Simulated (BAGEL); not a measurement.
**GaH2ClO (SMILES [OH][GaH][Cl]): HF/STO-3G (density fitting with qzvpp-jkfit)**

What is the vertical ionisation energy of GaH2ClO at HF/STO-3G (density fitting with qzvpp-jkfit)? 

Program for the calculation: BAGEL 1.2.2.

5 further runs of the same task are left out: 5 that didn't finish. Runs told in other sessions of the task aren't counted.

### Step 1. The structure to begin with

GaH2ClO: 5 atoms, total charge 0, spin state singlet. As SMILES, `[OH][GaH][Cl]`. Geometry: relaxed at PBE0-D4/def2-TZVP. This is one conformer, not always the lowest.

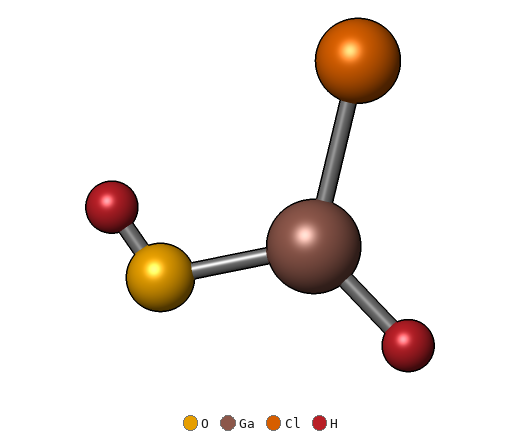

Viewed from a chosen angle; oxygen amber, gallium brown, chlorine orange, hydrogen red.

### Step 2. A single-point energy at HF/STO-3G (density fitting with qzvpp-jkfit)

job.json reads:

```json
{ "bagel" : [

{
  "title" : "molecule",
  "basis" : "sto-3g",
  "df_basis" : "qzvpp-jkfit",
  "angstrom" : true,
  "geometry" : [
    { "atom" : "O", "xyz" : [      -1.152400,       0.516000,      -0.496900 ] },
    { "atom" : "Ga", "xyz" : [       0.470000,       0.208100,       0.146200 ] },
    { "atom" : "Cl", "xyz" : [       0.927500,      -1.856600,       0.504600 ] },
    { "atom" : "H", "xyz" : [      -1.672300,      -0.281800,      -0.622300 ] },
    { "atom" : "H", "xyz" : [       1.477200,       1.340600,       0.426900 ] }
  ]
},

{ "title" : "hf" },

{ "title" : "print", "file" : "orbitals.molden", "orbitals" : true }

]}
```

Launch:

```console
$ BAGEL_NUM_THREADS=1 BAGEL job.json > job.out
```

The log of the run:

```text
* using 1 threads per process

  ===============================================================
  ===============================================================

  *** Geometry ***

  { "atom" : "O", "xyz" : [     -2.177720,      0.975099,     -0.939005 ] },
  { "atom" : "Ga", "xyz" : [      0.888171,      0.393252,      0.276278 ] },
  { "atom" : "Cl", "xyz" : [      1.752721,     -3.508466,      0.953556 ] },
  { "atom" : "H", "xyz" : [     -3.160189,     -0.532525,     -1.175977 ] },
  { "atom" : "H", "xyz" : [      2.791503,      2.533367,      0.806724 ] },

  Number of auxiliary basis functions:      507

  Since a DF basis is specified, we compute 2- and 3-index integrals:
    o Being stored without compression. Storage requirement is 0.005 GB

  Number of basis functions:       34
  Number of electrons      :       58

    * METHOD: MOLECULE                             0.21

  *** RHF ***

  === Nuclear Repulsion ===
   255.0547280866

      * DIIS with orbital gradients will be used.

  === RHF iteration (sto-3g) ===
      0      -2430.45967473          0.01340287           0.04
      1      -2430.52887451          0.00600881           0.04
      2      -2430.54106477          0.00103437           0.04
      3      -2430.54184157          0.00025780           0.04
      4      -2430.54194235          0.00013461           0.04
      5      -2430.54198022          0.00005814           0.04
      6      -2430.54198847          0.00002268           0.04
      7      -2430.54198949          0.00001094           0.04
      8      -2430.54198975          0.00000460           0.04
      9      -2430.54198979          0.00000185           0.04
     10      -2430.54198979          0.00000068           0.04
     11      -2430.54198980          0.00000025           0.04
     12      -2430.54198980          0.00000012           0.04
     13      -2430.54198980          0.00000006           0.04
     14      -2430.54198980          0.00000003           0.04
     15      -2430.54198980          0.00000002           0.04
     16      -2430.54198980          0.00000001           0.04
    * SCF iteration converged.

    * Permanent dipole moment:
           (    0.246682,    -0.555388,     0.143073) a.u.

    * METHOD: HF                                   0.80

    * METHOD: PRINT                                0.00

  ===============================================================
```

Wall time 1.1 s (1 thread of Arm Neoverse V1, shared host).

### Step 3. The doublet cation at the same level

input.json reads:

```json
{ "bagel" : [

{
  "title" : "molecule",
  "basis" : "sto-3g",
  "df_basis" : "qzvpp-jkfit",
  "angstrom" : true,
  "geometry" : [
    { "atom" : "O", "xyz" : [   -1.152400,    0.516000,   -0.496900 ] },
    { "atom" : "Ga", "xyz" : [    0.470000,    0.208100,    0.146200 ] },
    { "atom" : "Cl", "xyz" : [    0.927500,   -1.856600,    0.504600 ] },
    { "atom" : "H", "xyz" : [   -1.672300,   -0.281800,   -0.622300 ] },
    { "atom" : "H", "xyz" : [    1.477200,    1.340600,    0.426900 ] }
  ]
},
{ "title" : "uhf", "charge" : 1, "nopen" : 1 },
{ "title" : "print", "file" : "orbitals.molden", "orbitals" : true }

]}
```

Launch:

```console
$ BAGEL_NUM_THREADS=1 BAGEL input.json > input.out
```

The log of the run:

```text
* using 1 threads per process

  ===============================================================
  ===============================================================

  *** Geometry ***

  { "atom" : "O", "xyz" : [     -2.177720,      0.975099,     -0.939005 ] },
  { "atom" : "Ga", "xyz" : [      0.888171,      0.393252,      0.276278 ] },
  { "atom" : "Cl", "xyz" : [      1.752721,     -3.508466,      0.953556 ] },
  { "atom" : "H", "xyz" : [     -3.160189,     -0.532525,     -1.175977 ] },
  { "atom" : "H", "xyz" : [      2.791503,      2.533367,      0.806724 ] },

  Number of auxiliary basis functions:      507

  Since a DF basis is specified, we compute 2- and 3-index integrals:
    o Being stored without compression. Storage requirement is 0.005 GB

  Number of basis functions:       34
  Number of electrons      :       58

    * METHOD: MOLECULE                             0.21

  *** Open-shell HF ***

  === Nuclear Repulsion ===
   255.0547280866

      * DIIS with orbital gradients will be used.

  === UHF iteration (sto-3g) ===
      0      -2430.08166846          0.05131417           0.07
      1      -2430.31386179          0.02529895           0.07
      2      -2430.35852649          0.01312659           0.07
      3      -2430.37375924          0.00232254           0.07
      4      -2430.37545232          0.00078911           0.07
      5      -2430.37567049          0.00026277           0.07
      6      -2430.37569264          0.00014531           0.07
      7      -2430.37570079          0.00013536           0.07
      8      -2430.37570808          0.00013287           0.07
      9      -2430.37572792          0.00012763           0.07
     10      -2430.37579440          0.00010695           0.07
     11      -2430.37585121          0.00008170           0.07
     12      -2430.37589206          0.00005663           0.07
     13      -2430.37590503          0.00004725           0.07
     14      -2430.37592004          0.00004189           0.07
     15      -2430.37592750          0.00004104           0.07
[... 59 lines of this table left out ...]
     75      -2430.37620149          0.00000037           0.07
     76      -2430.37620148          0.00000034           0.07
     77      -2430.37620149          0.00000026           0.07
     78      -2430.37620149          0.00000015           0.07
     79      -2430.37620149          0.00000008           0.07
     80      -2430.37620149          0.00000003           0.07
     81      -2430.37620149          0.00000001           0.07
     82      -2430.37620149          0.00000001           0.07
    * SCF iteration converged.

    * S^2 (UHF) is 0.7511

    * Permanent dipole moment:
           (    0.218873,    -0.943840,     0.167268) a.u.

    * METHOD: UHF                                  5.94

    * METHOD: PRINT                                0.00

  ===============================================================
```

Run time: 6.3 s. Hardware: 1 thread of Arm Neoverse V1, shared host.

### Step 4. Summary of results

Level: HF/STO-3G (density fitting with qzvpp-jkfit).

```
                                                    quantity           value
                               singlet GaH2ClO: total energy  -2430.54199 Eh
                              singlet GaH2ClO: dipole moment          1.59 D
                                singlet GaH2ClO: HOMO energy        -8.61 eV
                                singlet GaH2ClO: LUMO energy         4.85 eV
                              singlet GaH2ClO: HOMO–LUMO gap        13.46 eV
                                doublet cation: total energy  -2430.37620 Eh
                                        doublet cation: ⟨S²⟩           0.751
vertical ionisation energy (to the doublet cation), in doubt        4.511 eV
```

**Reading.** Removing an electron at fixed nuclei costs 4.51 eV (104 kcal/mol). The negative HOMO energy of the first species, 8.61 eV, lies 4.10 eV above that difference. This ionisation energy lies far from the orbital energy or is small for a neutral ground state: the minimal basis may be the cause, the hole may sit in another orbital, or the first species is not in its lowest state. In a minimal basis such a difference can be off by several eV, whatever the method.
